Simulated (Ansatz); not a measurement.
# Grüneisen parameters and expansion of Ca2Ir (hypothetical, Fm-3m)

Which modes of Ca2Ir (hypothetical) drive its thermal expansion? The crystal structure is hypothetical: it was made by swapping elements on a known structure type.

Calculated with Ansatz 0.2.0; DFT PBE, scalar-relativistic, plane waves, PAW.

### Step 1. The starting structure

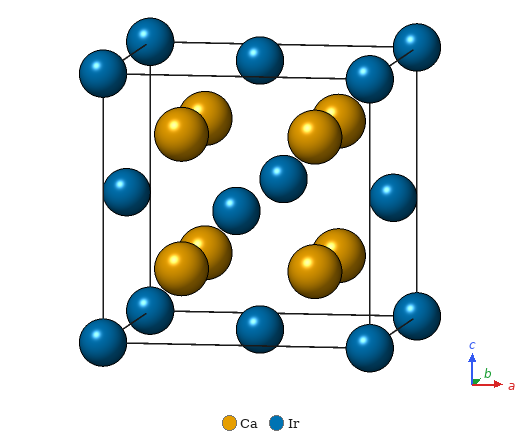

The starting structure, seen slightly off an axis (calcium orange, iridium blue). This picture shows the conventional cell, with its axes. Some periodic images of atoms are drawn too.

Coordinates:

```cif
data_structure
_symmetry_space_group_name_H-M 'Fm-3m'
_symmetry_Int_Tables_number 225
_cell_length_a 6.7551
_cell_length_b 6.7551
_cell_length_c 6.7551
_cell_angle_alpha 90.000
_cell_angle_beta 90.000
_cell_angle_gamma 90.000
_cell_volume 308.25
loop_
_atom_site_label
_atom_site_type_symbol
_atom_site_symmetry_multiplicity
_atom_site_Wyckoff_symbol
_atom_site_fract_x
_atom_site_fract_y
_atom_site_fract_z
_atom_site_occupancy
Ca1 Ca 8 c 0.25000 0.25000 0.75000 1
Ir1 Ir 4 a 0.00000 0.00000 0.00000 1
```

### Step 2. A first coarse run

Before spending time, one coarse run tells the gap and the pressure of the starting cell.

Input file input.yaml:

```yaml
crystal:
  lattice:
    - [0.0, 3.37757, 3.37757]
    - [3.37757, 0.0, 3.37757]
    - [3.37757, 3.37757, 0.0]
  atoms:
    - { symbol: Ca, position: [0.75, 0.75, 0.75] }
    - { symbol: Ca, position: [0.25, 0.25, 0.25] }
    - { symbol: Ir, position: [0.0, 0.0, 0.0] }
kpoints:
  mp_grid: { grid: [6, 6, 6] }
hamiltonian:
  xc: pbe
scf:
  occupations: { method: gaussian, width: 0.1 }
output:
  forces: true
  stress: true
  eigenvalues: true
```

On the command line:

```sh
> ansatz run input.yaml --threads 4 --pin off --max-ram 8192MiB --backend cpu --events-out ev --progress --plain --runs-dir out
```

Numbers of over 12 decimals in the logs are rounded to 6 here.

The program printed:

```text
Engine: ansatz 0.2.0, aarch64-unknown-linux-gnu
Pseudopotentials: kind: paw
Pseudopotential: Ca, paw, valence charge 10, recommended cutoff 420 eV (normal), Ca.paw.azcp
Pseudopotential: Ir, paw, valence charge 17, recommended cutoff 420 eV (normal), Ir.paw.azcp
Functional definition: PBE
  parameter kappa = 0.804
  parameter beta = 0.066725
  exchange = pbe_x(kappa = kappa, mu = beta*pi^2/3)
  correlation = pbe_c(beta = beta)
Crystal: 3 atoms, lattice volume = 77.062 Å³
Basis set: ecut = 420 eV, 1459 PW (Γ), exchange–correlation on 64×64×64 points (8 copies of the dense FFT grid, shifted against one another)
Bands: 23, of which v1, the nominal top of the filled ones, is band 19 counted from 1 (18 counted from 0)
Symmetry: 48 space group operations
Space group: Fm-3m (ITA 225), of the structure as read, at distance tolerance 4.3e-5 Å
k-points: 16 of 216
Non-local potential: Ca, projectors of the file, l = 0: 3, l = 1: 2, l = 2: 2
Non-local potential: Ir, projectors of the file, l = 0: 3, l = 1: 2, l = 2: 2, l = 3: 1
PAW form: soft (Blöchl's): semilocal exchange-correlation on the pseudo side does not see the compensation charge
PAW one-centre angular grid: Ca, 110 points (default); XC on 64 Gauss nodes
PAW one-centre angular grid: Ir, 590 points (default); XC on 64 Gauss nodes
Initial density: superposition of atomic densities (neutral atoms: chi_scale 0, normalization atom), corrected by the library's trained network
Initial wavefunctions: pseudopotential atomic-orbital guess
Functional: x = pbe(κ = 0.804, μ = 0.219515), c = pbe(β = 0.066725)
SCF iter   1: F=—  HF=-15569.605538 eV  |F-HF|=—  |Δ(HF+E_count)|=         —  Δρ=4.82e-3  dr2=1.33e-2  ethr=1.77e-3  ⟨swp⟩=6.4  Hψ=1678  notcnv=0
preconditioner: auto → none  [insulator: Δε(μ)=0.164 eV  Ē_g=3.891 eV  σ=0.100 eV  W_gap=0.50  n_scr=14 (ndim 8)  ℏωp=15.3 eV  f_vac=0.007  D(μ)=2.44/eV (n_scr^D=14)  ε∞_Penn≈16.4]
SCF iter   2: F=—  HF=-15569.603772 eV  |F-HF|=—  |Δ(HF+E_count)|=   1.77e-3  Δρ=2.15e-3  dr2=2.06e-3  ethr=3.60e-5  ⟨swp⟩=1.9  Hψ=535  notcnv=0
SCF iter   3: F=—  HF=-15569.603775 eV  |F-HF|=—  |Δ(HF+E_count)|=   3.01e-6  Δρ=3.44e-4  dr2=1.12e-4  ethr=5.56e-6  ⟨swp⟩=2.0  Hψ=469  notcnv=0
SCF iter   4: F=—  HF=-15569.603775 eV  |F-HF|=—  |Δ(HF+E_count)|=   9.23e-8  Δρ=2.02e-4  dr2=7.16e-5  ethr=3.03e-7  ⟨swp⟩=2.0  Hψ=470  notcnv=0
SCF iter   5: F=—  HF=-15569.603752 eV  |F-HF|=—  |Δ(HF+E_count)|=   2.28e-5  Δρ=7.09e-5  dr2=9.38e-6  ethr=1.93e-7  ⟨swp⟩=2.0  Hψ=413  notcnv=0
SCF iter   6: F=—  HF=-15569.603751 eV  |F-HF|=—  |Δ(HF+E_count)|=   1.27e-6  Δρ=2.13e-5  dr2=8.39e-7  ethr=2.53e-8  ⟨swp⟩=2.0  Hψ=427  notcnv=0
SCF iter   7: F=-15569.603751 eV  HF=-15569.603751 eV  |F-HF|=2.15e-8  |Δ(HF+E_count)|=   1.18e-7  Δρ=3.57e-6  dr2=2.39e-8  ethr=2.70e-10  ⟨swp⟩=4.1  Hψ=1363  notcnv=0
SCF 1 converged in 7 iterations: F = -15569.603751 eV  dr2 = 2.39e-8
  greatest PAW one-centre occupation: 1.000 electrons in one spin orbital (limit 2), on the Ir atom at site 2 (counted from 0), in its partial waves of l = 0
SCF converged after 7 iterations
Free energy (F): -15569.603751 eV
Harris-Foulkes:  -15569.603751 eV  (|F-HF|=2.15e-8)
Internal energy: -15569.591580 eV  (E = F + TS)
E sigma→0 (E₀):  -15569.597665 eV
Entropy (-TS):   -0.012170 eV (-4.057 meV/atom)
Fermi energy:    9.569741 eV
--- Per-component energies (eV) ---
  E_band       = -549.544237
  E_kinetic    = 1185.569252
  E_local      = -3611.027050  (includes V_loc(G=0)·N_el)
  E_nonlocal   = 204.676359
  E_hartree    = 1338.883217
  E_xc         = -543.121288
  E_vxc        = -643.262557  (∫ρ·V_xc dr)
  E_paw        = -10941.478836  (= ΣΔE_a)
  E_vpaw       = -363.273900  (= ΣTr[D̂ρ^β])
  E_aug_tail   = 0.000046  (compensation charges beyond the density's cutoff)
  E_ewald      = -3203.093280
  E_smearing   = -0.012170  (= −TS)
  E_closure    = -0.000000  (closes the sum)
  Σ components = -15569.603751   (vs F -15569.603751, Δ=0.00e0)
--- Forces (eV/Å), atoms counted from 1 ---
  atom   1  Ca     0.00000000     0.00000000     0.00000000
  atom   2  Ca     0.00000000    -0.00000000     0.00000000
  atom   3  Ir    -0.00000000     0.00000000    -0.00000000
  max |Σ_I F_I| component: 2.31e-18 eV/Å
--- Stress (GPa, compression-positive) ---
        2.946593      -0.000000       0.000000
       -0.000000       2.946593       0.000000
       -0.000000      -0.000000       2.946593
  P = ⅓ Tr σ = 2.9466 GPa (29.466 kbar)
--- Band table (eV; the first three rows and the last of 16) ---
  k-point 0: bands = [... 15 lower, 8.2545, 8.2545, 8.2545, 10.6455, 10.6455, 10.6455, 13.1449, 13.1449]
  k-point 1: bands = [... 15 lower, 8.1785, 8.2389, 8.2389, 10.1760, 10.8519, 10.8519, 13.1409, 13.1409]
  k-point 2: bands = [... 15 lower, 8.0743, 8.2223, 8.2223, 9.2099, 11.3180, 11.3180, 13.2439, 13.2439]
  k-point 15: bands = [... 15 lower, 7.8963, 8.2769, 8.4455, 9.5700, 11.0778, 11.5283, 12.3999, 12.6637]
```

It took 1.6 s on 4 threads of Arm Neoverse N1, shared host; peak memory 0.33 GiB.

In the SCF lines HF is the Harris–Foulkes energy and dr2 the Hartree energy of the density residual, in eV; the loop may stop once dr2 is under the threshold and the program's other checks hold. Hψ counts applications of the Hamiltonian.

Numbers from this step:

```yaml
pressure: 2.947 GPa
volume_per_atom: 25.69 Å³
gap_on_the_k_mesh: 0 eV
```

The start is under 2.9 GPa at this level and looks like a metal on this mesh.

### Step 3. Relaxation

Phonons are second derivatives about a minimum, so cell and atoms are relaxed first, inside the symmetry of the start.

input.yaml, the sections that differ from step 2:

```yaml
kpoints:
  mp_grid: { grid: [12, 12, 12] }
output:
  forces: true
  stress: true
  eigenvalues: true
  write_density: true
  write_potential: true
  elf: true
  volumetric_format: npy
relax:
  adjacent_minimum: "off"
  f_tol: 0.005
  max_steps: 80
  cell: { stress_tol: 0.05 }
# crystal, hamiltonian, scf: as in step 2
```

The program printed:

```text
[...]
Crystal: 3 atoms, lattice volume = 77.062 Å³
Basis set: ecut = 420 eV, 1459 PW (Γ), exchange–correlation on 64×64×64 points (8 copies of the dense FFT grid, shifted against one another)
Bands: 23, of which v1, the nominal top of the filled ones, is band 19 counted from 1 (18 counted from 0)
Symmetry: 48 space group operations
[...]
k-points: 72 of 1728
[...]
SCF iter   1: F=—  HF=-15569.597661 eV  |F-HF|=—  |Δ(HF+E_count)|=         —  Δρ=4.83e-3  dr2=1.45e-2  ethr=1.77e-3  ⟨swp⟩=6.9  Hψ=7784  notcnv=0
[...]
SCF iter   8: F=-15569.595923 eV  HF=-15569.595923 eV  |F-HF|=1.60e-8  |Δ(HF+E_count)|=   1.10e-8  Δρ=3.18e-6  dr2=1.92e-8  ethr=2.70e-10  ⟨swp⟩=8.0  Hψ=9058  notcnv=0
SCF 1 converged in 8 iterations: F = -15569.595923 eV  dr2 = 1.92e-8
[...]
relax step   1: F+E_penalty+E_count = -15569.59592344 eV  Δ(F+E_penalty+E_count) = +0.000e0 eV  max|allowed force component| = 1.079e-17 eV/Å  Δτ_max = 0.0000 Å  P = +2.965 GPa  Ω = 77.062 Å³  (8 SCF iters, dr2 threshold 1.00e-7 eV, accepted)
Crystal: 3 atoms, lattice volume = 83.075 Å³
Basis set: ecut = 420 eV, 1639 PW (Γ), exchange–correlation on 64×64×64 points (8 copies of the dense FFT grid, shifted against one another)
[...]
iter 1 solved again at ethr=1.44e-4 eV; its pass at ethr=3.10e-3 eV (dr2=5.33e-2 eV) is discarded
[...]
SCF iter   7: F=-15569.630226 eV  HF=-15569.630226 eV  |F-HF|=3.26e-10  |Δ(HF+E_count)|=   1.38e-6  Δρ=8.16e-6  dr2=7.93e-8  ethr=8.11e-10  ⟨swp⟩=9.4  Hψ=10898  notcnv=0
SCF 2 converged in 7 iterations: F = -15569.630226 eV  dr2 = 7.93e-8
relax step   2: F+E_penalty+E_count = -15569.63022580 eV  Δ(F+E_penalty+E_count) = -3.430e-2 eV  max|allowed force component| = 1.503e-17 eV/Å  Δτ_max = 0.0000 Å  P = -0.875 GPa  Ω = 83.075 Å³  energy of the carried Pulay correction = -5.627e-4 eV  (7 SCF iters, dr2 threshold 3.00e-7 eV, accepted)
Crystal: 3 atoms, lattice volume = 81.624 Å³
[...]
SCF iter   6: F=-15569.634697 eV  HF=-15569.634697 eV  |F-HF|=4.65e-8  |Δ(HF+E_count)|=   2.49e-7  Δρ=8.17e-6  dr2=6.99e-8  ethr=8.11e-10  ⟨swp⟩=9.0  Hψ=10525  notcnv=0
SCF 3 converged in 6 iterations: F = -15569.634697 eV  dr2 = 6.99e-8
relax step   3: F+E_penalty+E_count = -15569.63469738 eV  Δ(F+E_penalty+E_count) = -4.472e-3 eV  max|allowed force component| = 1.195e-17 eV/Å  Δτ_max = 0.0000 Å  P = -0.071 GPa  Ω = 81.624 Å³  energy of the carried Pulay correction = -4.307e-4 eV  (6 SCF iters, dr2 threshold 3.00e-7 eV, accepted)
[...]
relax step   4: F+E_penalty+E_count = -15569.63473627 eV  Δ(F+E_penalty+E_count) = -3.889e-5 eV  max|allowed force component| = 1.581e-17 eV/Å  Δτ_max = 0.0000 Å  P = +0.002 GPa  Ω = 81.498 Å³  energy of the carried Pulay correction = -4.191e-4 eV  (5 SCF iters, dr2 threshold 1.27e-8 eV, accepted)
Basis set: ecut = 420 eV, 1639 PW (Γ), exchange–correlation on 72×72×72 points (8 copies of the dense FFT grid, shifted against one another)
[...]
SCF iter   1: F=—  HF=-15569.634842 eV  |F-HF|=—  |Δ(HF+E_count)|=         —  Δρ=1.80e-4  dr2=1.13e-6  ethr=5.36e-6  ⟨swp⟩=2.9  Hψ=11521  notcnv=0
eigensolver tolerance schedule: the retry pair's looser diagonalisation over-reported the residual by 1754.74 of it (diagonalisation noise at an unbounded share of the residual, at the tolerance the schedule requests for it); recorded, not acted on — ethr = c·dr2/N_el stays at c = 1.0e-1
[...]
SCF iter   2: F=—  HF=-15569.635027 eV  |F-HF|=—  |Δ(HF+E_count)|=   1.85e-4  Δρ=9.13e-5  dr2=2.81e-7  ethr=3.05e-9  ⟨swp⟩=2.0  Hψ=2975  notcnv=0
[...]
SCF iter   6: F=-15569.635091 eV  HF=-15569.635091 eV  |F-HF|=1.46e-11  |Δ(HF+E_count)|=  1.46e-10  Δρ=1.24e-7  dr2=2.32e-11  ethr=1.00e-12  ⟨swp⟩=4.4  Hψ=7149  notcnv=0
SCF 5 converged in 6 iterations: F = -15569.635091 eV  dr2 = 2.32e-11
relax step   5: F+E_penalty+E_count = -15569.63509140 eV  Δ(F+E_penalty+E_count) = -3.551e-4 eV  max|allowed force component| = 1.542e-17 eV/Å  Δτ_max = 0.0000 Å  P = -0.002 GPa  Ω = 81.498 Å³  stress off target by 1.96e-3 GPa  SCF on the basis re-selected at this cell (its energy is not comparable with the rows above)  (6 SCF iters)
basis re-selected at this cell: Δ(F+E_penalty+E_count) = -3.551e-4 eV, ΔP = -0.004 GPa vs the last step (what re-selecting the basis moved, of the pressure what is left beyond the Pulay correction that the steps carried, after the strain that the cell walked since its last selection, with what the two solves' SCF thresholds leave and, on support functions, any second-order correction that the steps lacked; it is no measure of the basis error at this ecutwfc). The dense FFT grid was sized anew with the basis: this SCF ran on 36×36×36 points, the steps before it on 32×32×32, so part of this shift can come from that change (see relax.cell in the input reference). [rest of the remark cut]
SCF converged after 6 iterations
Free energy (F): -15569.635091 eV
[...]
Internal energy: -15569.620982 eV  (E = F + TS)
E sigma→0 (E₀):  -15569.628037 eV
Entropy (-TS):   -0.014110 eV (-4.703 meV/atom)
Fermi energy:    8.875261 eV
[...]
--- Stress (GPa, compression-positive) ---
       -0.001960       0.000000       0.000000
        0.000000      -0.001960       0.000000
        0.000000       0.000000      -0.001960
  P = ⅓ Tr σ = -0.0020 GPa (-0.020 kbar)
--- Band table (eV; the first three rows and the last of 72) ---
  k-point 0: bands = [... 15 lower, 7.6576, 7.6576, 7.6576, 10.0165, 10.0165, 10.0165, 12.3519, 12.3519]
  k-point 1: bands = [... 15 lower, 7.6390, 7.6550, 7.6550, 9.8809, 10.0654, 10.0654, 12.3495, 12.3495]
  k-point 2: bands = [... 15 lower, 7.5922, 7.6492, 7.6492, 9.5331, 10.2034, 10.2034, 12.3505, 12.3505]
  k-point 71: bands = [... 15 lower, 7.1865, 7.7151, 7.8193, 9.5336, 9.5336, 10.6673, 11.9256, 12.0608]
--- Relaxed structure (4 steps of the walk, 4 accepted, 1 SCFs on fresh bases) ---
  F+E_penalty+E_count = -15569.63509140 eV   max|allowed force component| = 1.542e-17 eV/Å   (the final SCF, on the basis selected at the relaxed cell)
  cell:  # Å, volume = 81.4977 Å³
    - [0, 3.441162, 3.441162]
    - [3.441162, 0, 3.441162]
    - [3.441162, 3.441162, 0]
  atoms:
    - { symbol: Ca, position: [0.75, 0.75, 0.75] }
    - { symbol: Ca, position: [0.25, 0.25, 0.25] }
    - { symbol: Ir, position: [0, 0, 0] }
```

It took 18 s on 4 threads; peak memory 0.46 GiB.

The steps of the relaxation:

| step | energy less that of the first step (eV) | largest force component (eV/Å) | pressure (GPa) | volume (Å³) |
| --- | --- | --- | --- | --- |
| 1 | 0.0000 | 0.0000 | 2.97 | 77.06 |
| 2 | -0.0343 | 0.0000 | -0.88 | 83.08 |
| 3 | -0.0388 | 0.0000 | -0.07 | 81.62 |
| 4 | -0.0388 | 0.0000 | 0.00 | 81.50 |
| 5* | -0.0392 | 0.0000 | 0.00 | 81.50 |

Relaxation steps marked * repeat the geometry before them on a plane-wave basis chosen anew for their cell, so energy and pressure can jump there.

Forces are held to the 48 operations that the run works with; a distortion that breaks them can't arise in this run.

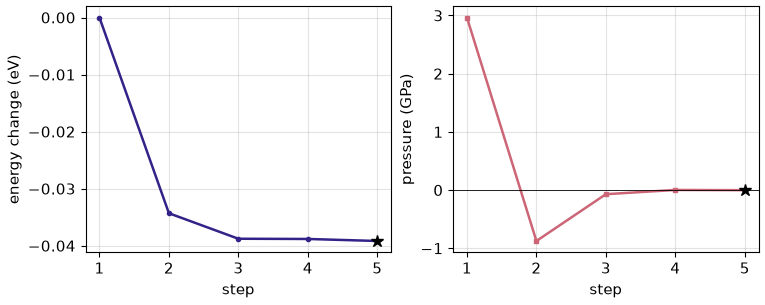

Energy and pressure along the relaxation. Stars mark steps on a basis chosen anew.

| conventional cell, symmetrised | before | after | change |
| --- | --- | --- | --- |
| a (Å) | 6.755 | 6.882 | +1.9 % |
| b (Å) | 6.755 | 6.882 | +1.9 % |
| c (Å) | 6.755 | 6.882 | +1.9 % |
| volume (Å³/atom) | 25.69 | 27.17 | +5.8 % |

The relaxed structure:

```cif
data_structure
_symmetry_space_group_name_H-M 'P 1'
_symmetry_Int_Tables_number 1
_cell_length_a 4.8665
_cell_length_b 4.8665
_cell_length_c 4.8665
_cell_angle_alpha 60.000
_cell_angle_beta 60.000
_cell_angle_gamma 60.000
_cell_volume 81.50
loop_
_atom_site_label
_atom_site_type_symbol
_atom_site_fract_x
_atom_site_fract_y
_atom_site_fract_z
_atom_site_occupancy
Ca1 Ca 0.75000 0.75000 0.75000 1
Ca2 Ca 0.25000 0.25000 0.25000 1
Ir3 Ir 0.00000 0.00000 0.00000 1
```

This step gave:

```yaml
pressure: -0.001960 GPa
volume_per_atom: 27.17 Å³
```

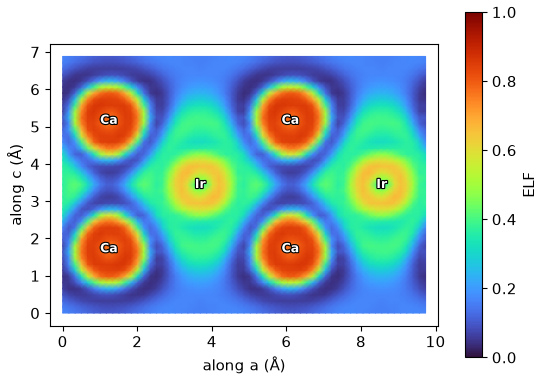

ELF in the ac plane of a cell with a along [110], b along [-110] and c along [001] of the cube at fractional y = 0.000, with atoms of Ca and Ir within 0.2 Å of it. It is the smooth field of the valence electrons, not physical close to the nuclei. The map starts off the cell's origin, so that atoms lie inside it.

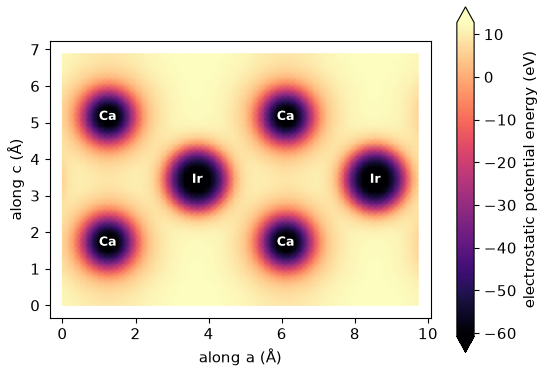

Electrostatic potential energy in the ac plane of a cell with a along [110], b along [-110] and c along [001] of the cube at fractional y = 0.000, with atoms of Ca and Ir within 0.2 Å of it. With pseudopotentials it is smooth inside the atoms' cores, unlike the true potential. The map starts off the cell's origin, so that atoms lie inside it.

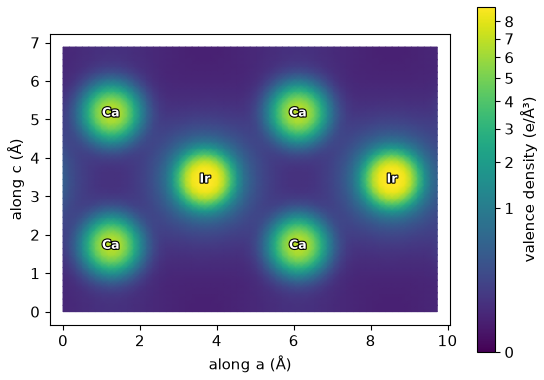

Valence density in the ac plane of a cell with a along [110], b along [-110] and c along [001] of the cube at fractional y = 0.000, with atoms of Ca and Ir within 0.2 Å of it. It is the smooth field of the valence electrons, not physical close to the nuclei. The map starts off the cell's origin, so that atoms lie inside it. The colour scale is stretched toward low values.

The relaxation ends with a pressure of 0.00 GPa.

### Step 4. Relaxing to small residual forces and stress

The thresholds are tightened for a last relaxation ahead of the phonons, and where mesh or smearing change with them the cell follows.

Input file input.yaml:

```yaml
crystal:
  lattice:
    - [0.0, 3.4411621586, 3.4411621586]
    - [3.4411621586, 0.0, 3.4411621586]
    - [3.4411621586, 3.4411621586, 0.0]
  atoms:
    - { symbol: Ca, position: [0.75, 0.75, 0.75] }
    - { symbol: Ca, position: [0.25, 0.25, 0.25] }
    - { symbol: Ir, position: [0.0, 0.0, 0.0] }
kpoints:
  mp_grid: { grid: [12, 12, 12] }
hamiltonian:
  xc: pbe
scf:
  occupations: { method: methfessel_paxton, width: 0.15 }
output:
  forces: true
  stress: true
  eigenvalues: true
relax:
  adjacent_minimum: "off"
  f_tol: 0.001
  max_steps: 60
  cell: { stress_tol: 0.01 }
```

The program printed:

```text
[...]
Crystal: 3 atoms, lattice volume = 81.498 Å³
Basis set: ecut = 420 eV, 1639 PW (Γ), exchange–correlation on 72×72×72 points (8 copies of the dense FFT grid, shifted against one another)
Bands: 23, of which v1, the nominal top of the filled ones, is band 19 counted from 1 (18 counted from 0)
Symmetry: 48 space group operations
[...]
k-points: 72 of 1728
[...]
--- Relaxed structure (1 steps of the walk, 1 accepted, 1 SCFs on fresh bases) ---
[...]
cell:  # Å, volume = 81.4977 Å³
    - [0.0, 3.4411621586, 3.4411621586]
    - [3.4411621586, 0.0, 3.4411621586]
    - [3.4411621586, 3.4411621586, 0.0]
  atoms:
    - { symbol: Ca, position: [0.75, 0.75, 0.75] }
    - { symbol: Ca, position: [0.25, 0.25, 0.25] }
    - { symbol: Ir, position: [0.0, 0.0, 0.0] }
[key lines of the parts left out:]
SCF converged after 7 iterations
Free energy (F): -15569.628686 eV
Fermi energy:    8.875410 eV
P = ⅓ Tr σ = -0.0034 GPa (-0.034 kbar)
```

Run time: 7.9 s. Hardware: 4 threads; peak memory 0.45 GiB; 29 s of CPU time.

Little changed from the start: no atom moved by 0.005 Å and no cell edge by 0.1 %.

Numbers from this step:

```
pressure : -0.003400 GPa
```

The residual pressure is -0.0034 GPa, small enough for phonons.

(Continued in part 2 of 3.)

[Logs are printed without paths, hosts, clocks, repeated set-up lines and the standing remarks that a program may print on its own settings, such as how far it seeks lower states.]

[Hosts, paths, dates, database ids (printed as entryN), source tags and the programs' standing remarks are cut or masked in the printed files.]

[A step with changed settings may run another functional than the one named; its input shows which.]

[Of the runs on displaced cells, only some may be shown.]
